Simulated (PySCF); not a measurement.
Input file:

```
{"job": {"kind": "uv", "xc": "CAM-B3LYP", "basis": "def2-SVPD", "nstates": 8, "ntriplets": 3}, "charge": 0, "multiplicity": 1}
F     -2.150030    -2.012437     1.027152
Si    -2.432292    -0.546668     0.414702
C     -1.179915    -0.298975    -1.002423
C      0.213168    -0.381778    -0.485746
C      0.970971     0.656418    -0.147144
F      0.442996     1.911636    -0.314476
Si     2.731855     0.666448     0.531792
H     -2.209919     0.364431     1.524007
H     -3.797899    -0.604835    -0.084746
H     -1.345747     0.674504    -1.463423
H     -1.335236    -1.064168    -1.764626
H      0.626390    -1.367881    -0.339253
H      3.616273     1.272494    -0.465852
H      2.742527     1.462656     1.759402
H      3.102444    -0.723854     0.788721
```

Launched as:

```sh
OMP_NUM_THREADS=1 python probes_run.py task.json out
```

Geometry: GFN2-xTB.

Theory: CAM-B3LYP/def2-SVPD, SCF density, gas phase in PySCF 2.14.0.

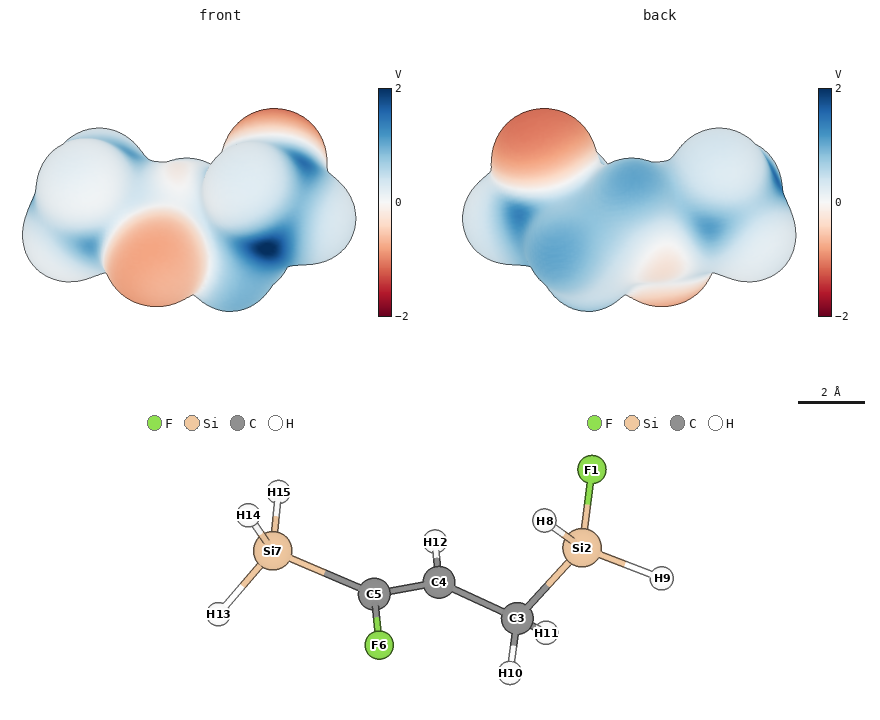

C3H8F2Si2. The electrostatic potential painted on the density surface at 0.002 e/bohr³, seen from the front and from behind; the colour scale runs from red (negative) to blue (positive). The bare structure is drawn below in the same view.

**Describe the electrostatic potential map.**

The most negative region (about −1.1 V) lies over F1, the most positive (about +1.8 V) over Si2.

**How polar is the molecule by this calculation?**

Its dipole moment is 0.91 D.
